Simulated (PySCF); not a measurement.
## NMR shielding calculation of C2H10O2Si4

The run: NMR shielding calculation of C2H10O2Si4. Method and program: GIAO PBE0/pcSseg-1 NMR shielding, non-relativistic, gas phase (PySCF 2.14.0).

The geometry comes from this level: GFN2-xTB. It belongs to a series of runs on one base structure; here: H on Si replaced by OCHO. Figures and captions count atoms from 1; the log counts them from 0 in places.

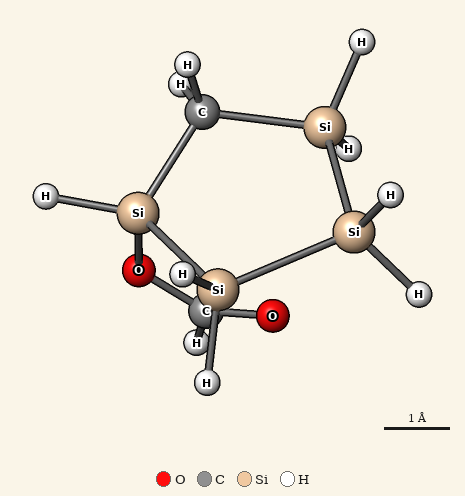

Figure 1. The input geometry (ball-and-stick view, seen at a tilt). Bond lengths as drawn: C–H 1.09 to 1.11 Å, C–O 1.20 to 1.29 Å, C–Si 1.91 to 1.93 Å, H–Si 1.47 to 1.48 Å, O–Si 1.72 Å and Si–Si 2.32 to 2.34 Å.

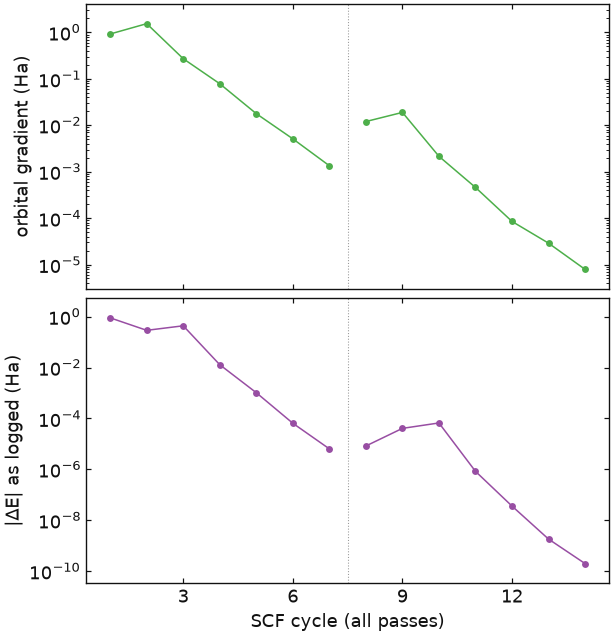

Figure 2. Convergence of the self-consistent field: orbital gradient and size of the energy change against the SCF cycle. The dotted line marks the change from a coarse to the final integration grid. The first 7 cycles use a coarse grid, the final grid takes over at cycle 8, and the field converges after 14 cycles in all.

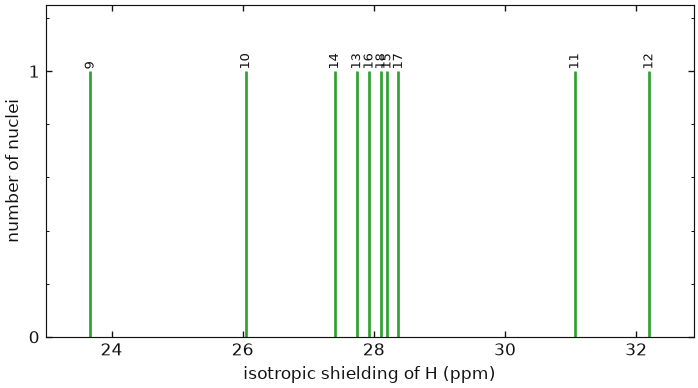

Figure 3. Isotropic shieldings of the hydrogen nuclei in this fixed geometry, labelled by atom number; shielding grows to the right, so chemical shift grows to the left. The least shielded is H9 (23.7 ppm), the most shielded H12 (32.2 ppm).

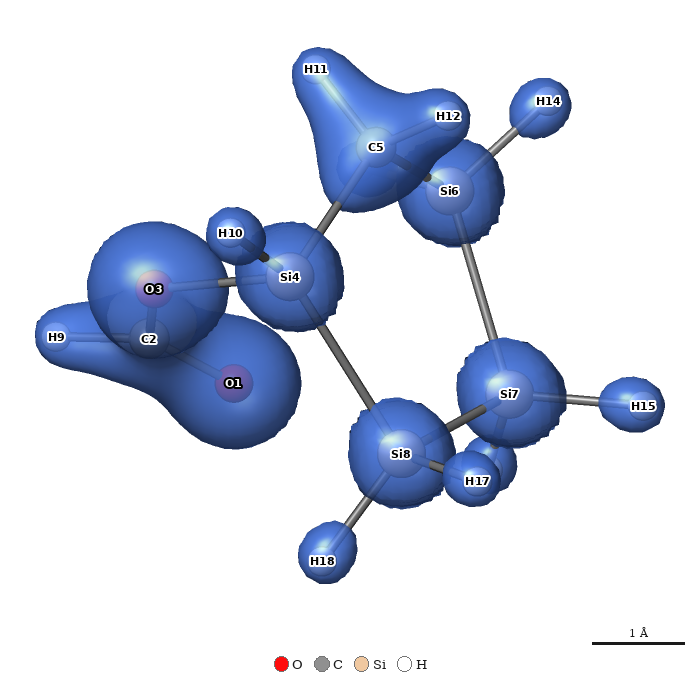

Figure 4. Isosurface of the electron density at 1 e/Å³ (blue), seen at a tilt. At this value the surface falls into 13 separate pieces. It is pinched off along the Si–O (1.72 Å), C–Si (1.91 Å) and Si–Si (2.32 Å) contacts. On the grid the lowest density along these lines, outside the cores, is 2.9 e/Å³ (C–O, 1.20 Å), 0.78 e/Å³ (Si–O, 1.72 Å), 0.76 e/Å³ (C–Si, 1.91 Å) and 0.63 e/Å³ (Si–Si, 2.32 Å).

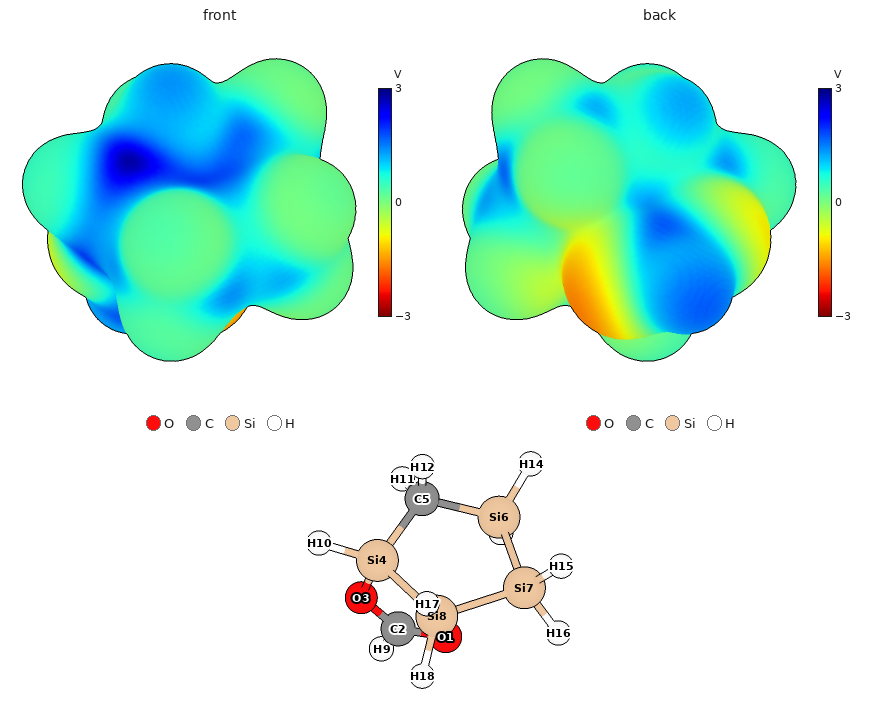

Figure 5. The molecular electrostatic potential painted on the density surface at 0.004 e/bohr³, seen at a tilt and from behind; the colour scale runs from red (negative) to blue (positive). The bare structure is drawn below in the same view. A positive charge is drawn to the negative regions and a negative charge to the positive ones. Its dipole moment is 1.66 D.

The input and output of the run follow.

Input:
```
{"job": {"kind": "nmr", "xc": "PBE0", "basis": "pcSseg-1"}, "charge": 0, "multiplicity": 1}
O      1.306183    -1.231188     0.911588
C      2.234050    -0.488517     0.713605
O      2.255297     0.481008    -0.132781
Si     0.878309     0.873591    -1.078842
C     -0.315453     1.747413     0.131468
Si    -1.254632     0.574815     1.340377
Si    -1.620423    -1.384465     0.135052
Si    -0.153497    -1.122728    -1.669842
H      3.188759    -0.586919     1.262527
H      1.609513     1.850290    -1.890090
H      0.223040     2.499800     0.708531
H     -1.051867     2.295501    -0.457209
H     -0.438864     0.437816     2.553142
H     -2.451263     1.317852     1.773971
H     -3.020969    -1.495528    -0.323858
H     -1.428086    -2.613313     0.910415
H     -0.796888    -0.958970    -2.988445
H      0.828030    -2.190142    -1.911264
```

The first line tells a small driver script what to run in PySCF; the rest is the geometry in Å.

Command:
```bash
OMP_NUM_THREADS=1 python <driver script> task.json out
```

Log:
```
coarse grid: 17040 points
cycle   1  E = -1389.6770926150  dE =  8.958e-01  |g| = 9.243e-01  |ddm| = 3.937e+00
cycle   2  E = -1389.3873020053  dE =  2.898e-01  |g| = 1.543e+00  |ddm| = 1.625e+00
cycle   3  E = -1389.8240662817  dE = -4.368e-01  |g| = 2.713e-01  |ddm| = 1.162e+00
cycle   4  E = -1389.8369860036  dE = -1.292e-02  |g| = 7.835e-02  |ddm| = 2.233e-01
cycle   5  E = -1389.8380130525  dE = -1.027e-03  |g| = 1.775e-02  |ddm| = 6.064e-02
cycle   6  E = -1389.8380778885  dE = -6.484e-05  |g| = 5.097e-03  |ddm| = 2.173e-02
cycle   7  E = -1389.8380842818  dE = -6.393e-06  |g| = 1.342e-03  |ddm| = 6.558e-03
final grid: 146256 points
cycle   8  E = -1389.9018991134  dE = -8.295e-06  |g| = 1.202e-02  |ddm| = 2.216e-02
cycle   9  E = -1389.9018582916  dE =  4.082e-05  |g| = 1.891e-02  |ddm| = 2.030e-02
cycle  10  E = -1389.9019249082  dE = -6.662e-05  |g| = 2.142e-03  |ddm| = 1.291e-02
cycle  11  E = -1389.9019257454  dE = -8.373e-07  |g| = 4.574e-04  |ddm| = 1.744e-03
cycle  12  E = -1389.9019257816  dE = -3.619e-08  |g| = 8.478e-05  |ddm| = 3.863e-04
cycle  13  E = -1389.9019257835  dE = -1.829e-09  |g| = 2.881e-05  |ddm| = 1.658e-04
cycle  14  E = -1389.9019257837  dE = -1.996e-10  |g| = 7.854e-06  |ddm| = 4.194e-05
converged SCF energy = -1389.9019257837

GIAO shielding tensors (ppm)
atom      isotropic    diamagn.    paramagn.     s11        s22        s33       span
  0 O     -112.875     404.587    -517.462   -372.187   -207.357    240.919    613.105
  1 C       16.973     248.432    -231.459    -75.127     42.957     83.088    158.215
  2 O      108.462     402.147    -293.684    -35.428    139.353    221.462    256.890
  3 Si     328.938     881.505    -552.566    284.618    343.785    358.412     73.794
  4 C      188.385     259.884     -71.499    171.638    195.086    198.430     26.792
  5 Si     414.137     880.392    -466.255    378.766    404.271    459.373     80.607
  6 Si     466.668     880.411    -413.743    453.247    459.416    487.341     34.094
  7 Si     470.481     881.526    -411.045    457.008    462.962    491.473     34.465
  8 H       23.674      26.459      -2.784     18.913     22.785     29.325     10.412
  9 H       26.044      29.806      -3.762     22.233     23.970     31.930      9.698
 10 H       31.064      31.862      -0.799     25.750     27.866     39.574     13.824
 11 H       32.194      32.189       0.005     26.945     28.854     40.781     13.836
 12 H       27.738      30.138      -2.399     24.548     25.435     33.232      8.683
 13 H       27.400      29.184      -1.783     23.108     25.043     34.050     10.942
 14 H       28.200      29.180      -0.980     24.317     25.076     35.207     10.890
 15 H       27.927      29.065      -1.139     24.330     24.887     34.562     10.232
 16 H       28.375      29.450      -1.075     24.348     25.086     35.691     11.343
 17 H       28.108      29.337      -1.230     24.408     25.605     34.310      9.902
```

Key numbers:

| quantity | value |
| --- | --- |
| outcome | converged |
| total energy | −1389.901926 hartree |
| HOMO | −7.84 eV |
| LUMO | −0.74 eV |
| dipole moment | 1.66 D |
| isotropic shielding, O | −112.9 to 108.5 ppm |
| isotropic shielding, C | 17.0 to 188.4 ppm |
| isotropic shielding, Si | 328.9 to 470.5 ppm |
| isotropic shielding, H | 23.7 to 32.2 ppm |
| hardware | 1 CPU thread, shared host |
| wall time | 56 s |
| peak memory | 1.1 GiB |
